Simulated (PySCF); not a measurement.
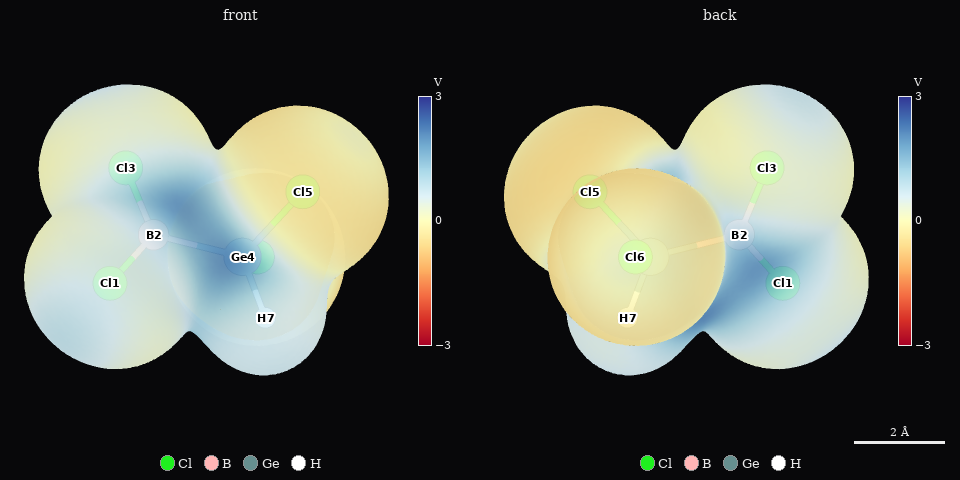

The picture shows: BCl$_{4}$GeH (SMILES Cl[B](Cl)[GeH]([Cl])[Cl]). The electrostatic potential painted on the density surface at 0.002 e/bohr³, seen from the front and from behind; red is negative and blue positive.

Geometry: GFN2-xTB.

Computed with wB97X-D/def2-SVPD, SCF density, gas phase in PySCF 2.14.0.

```xyz
7

Cl    2.2162   -1.0226   -1.0056
B     1.2731   -0.0624    0.0252
Cl    1.9991    0.9130    1.2070
Ge   -0.8069   -0.0684   -0.1485
Cl   -1.5447    1.8861   -0.5434
Cl   -1.7230   -0.6743    1.6724
H    -1.4105   -0.9666   -1.2341
```

Q: Where is the surface potential most negative and most positive?

A: The most negative region (about −0.6 V) lies over Cl5 and Cl6, the most positive (about +2.1 V) over B2 and Ge4. Cl1 shows a σ-hole: about +0.9 V at the tip opposite its bond, against about +0.4 V on its flanks. Cl3 shows a σ-hole: about +0.8 V at the tip opposite its bond, against about +0.2 V on its flanks.
